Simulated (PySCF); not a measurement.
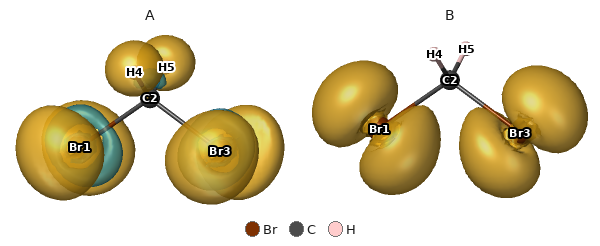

CH₂Br₂, SMILES `BrCBr`. The Fukui function f⁻ from two separate SCF calculations and the density of the HOMO, at ±0.02 e/Å³ (yellow positive, teal negative).

Computed with PySCF, PBE0/def2-TZVP, geometry: GFN2-xTB. No frequency check shows the geometry to be a minimum. GFN2-xTB bond lengths at metals and heavier atoms can be off by up to 0.1 Å and shapes distorted, which carries into these values.

Which panel is which, and how good is the frozen-orbital picture?

A is f⁻ (it has negative regions), B the HOMO density. The HOMO lies on Br1 and Br3 (48 % each); f⁻ (Hirshfeld-condensed) is largest on Br1 and Br3 (0.41 each); the vertical ionisation energy is 10.45 eV (the stability of the cation's solution wasn't checked). Relaxation shifts 14 % of the electron between atoms. The orbital energy is −8.14 eV.
